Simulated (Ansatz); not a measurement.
## Errors in the atomisation enthalpy at 298 K

8 molecules with halogens; the atomisation enthalpy at 298 K in kJ/mol, computed less measured. Shapes, held fixed at every level: PBE0-D4/def2-TZVP. Flexible molecules stand in one conformer, not always the lowest. Thermal terms are harmonic and unscaled (PBE0-D4/def2-TZVP); the spin-orbit lowering of the free atoms is taken from their spectra. Programs: Ansatz 0.2.0. Measured values: Active Thermochemical Tables, CRC Handbook of Chemistry and Physics, NIST-JANAF tables.

Levels: A = BHLYP-D4/def2-TZVPP; B = CCSD(T)/def2-SVP; C = CCSD(T)/def2-TZVPP.

| molecule | from tabulated heats | A | B | C |
| --- | --- | --- | --- | --- |
| BHF2 (SMILES FBF) | 1681 | -64 | -65 | -40 |
| CBr2ClF (dibromochlorofluoromethane) | 1329 | -143 | -148 | -72 |
| SClO2F (SMILES O=S(=O)(F)Cl) | 1533 | -219 | -406 | -113 |
| C2ClF3 (chlorotrifluoroethylene) | 2299 | -181 | -144 | -88 |
| C2Cl2F4 (dichlorotetrafluoroethane) | 2931 | -254 | -198 | -126 |
| C2H5Cl (chloroethane) | 2756 | -70 | -133 | -67 |
| C2H5F (SMILES CCF) | 2876 | -81 | -128 | -68 |
| C2HF3O2 (trifluoroacetic acid) | 3420 | -266 | -189 | -123 |

Q: Sum up the errors.

A: 
```json
{"level": "BHLYP-D4/def2-TZVPP", "kind": "global hybrid", "mean error": "-159.8", "mean absolute error": "159.8", "worst case": "C2HF3O2"}
{"level": "CCSD(T)/def2-SVP", "kind": "coupled cluster or CI", "mean error": "-176.4", "mean absolute error": "176.4", "worst case": "SClO2F"}
{"level": "CCSD(T)/def2-TZVPP", "kind": "coupled cluster or CI", "mean error": "-87.1", "mean absolute error": "87.1", "worst case": "C2Cl2F4"}
```

On this set CCSD(T)/def2-TZVPP has the smallest mean absolute error and CCSD(T)/def2-SVP the largest. Without SClO2F the largest would be that of BHLYP-D4/def2-TZVPP. BHLYP-D4/def2-TZVPP is too low in 8 of 8; CCSD(T)/def2-SVP is too low in 8 of 8; CCSD(T)/def2-TZVPP is too low in 8 of 8. The heats of C2ClF3, C2HF3O2 come from older tables and can be uncertain by 10 kJ/mol or more. The molecules' own spin-orbit binding is left out, so errors for heavy halides read too negative. Heats of the atoms come from ATcT where it has them, that of boron, 570 kJ/mol, from recent work. The levels differ in basis as well as in method. With so many references in doubt the order of the levels isn't settled. The tabulated values of BHF2, SClO2F, C2Cl2F4 are in doubt (older tables, estimates, or at odds with other calculations) and kept here. Over the 5 molecules whose values aren't doubted the mean absolute errors are A 148.2; B 148.4; C 83.6. Correlated wave functions converge slowly with the basis. Relativity is left out for Br. Outer-core shells of Br are correlated, in sets that cover them unevenly. The set is small.

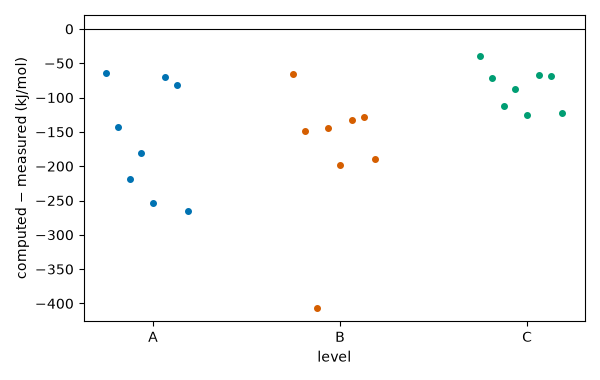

Errors of each level, one point a molecule.
